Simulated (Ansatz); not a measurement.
Input file:

```
crystal:
  periodic: [false, false, false]
  atoms:
    - {symbol: C, position_ang: [-2.314049, -1.392460, -0.691555]}
    - {symbol: C, position_ang: [-0.078505, 0.328733, -2.257924]}
    - {symbol: Ge, position_ang: [-0.864271, -1.454269, -2.014479]}
    - {symbol: H, position_ang: [-1.922241, -1.030000, 0.272908]}
    - {symbol: H, position_ang: [-3.109093, -0.709512, -1.023953]}
    - {symbol: H, position_ang: [-2.748305, -2.390613, -0.539667]}
    - {symbol: H, position_ang: [0.230188, -2.456665, -1.554039]}
    - {symbol: H, position_ang: [-0.838881, 1.038666, -2.614048]}
    - {symbol: H, position_ang: [0.318658, 0.694502, -1.296906]}
    - {symbol: H, position_ang: [0.743343, 0.298222, -2.987030]}
basis:
  gaussian:
    orbitals: def2-TZVPD
magnetization:
  spin_polarized: true
  initial_magnetization: 1
hamiltonian:
  xc: pbe0
output:
  forces: true
  orbitals: {seedname: orbitals}
```

Launched as:

```sh
ansatz run input.yaml --threads 2 --pin off --max-ram 4350MiB --events-out events.jsonl --progress --plain --runs-dir runs
```

Geometry: PBE0-D3(BJ)/def2-SVP.

Level of theory: isolated molecule in a Gaussian basis; Kohn-Sham density functional theory, functional PBE0 (Ansatz 0.2.0).

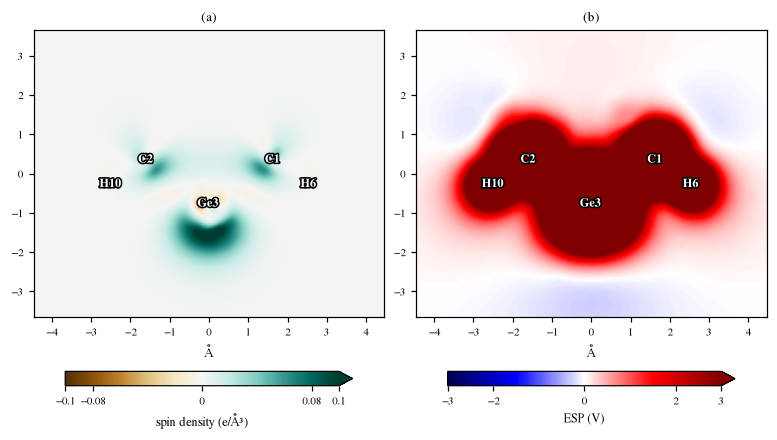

C2H7Ge (SMILES [CH3][GeH][CH3]) (doublet). (a) spin density (α minus β); (b) molecular electrostatic potential on the plane of atoms Ge3, C1 and H6.

Q: What does the map show?

A:
- The section cuts through C, Ge and H sites.
- The unpaired spin (1 electron) lies mostly on Ge3 (about 0.8), in electrons by Hirshfeld's partition.
- The potential has no marked negative region in this plane.
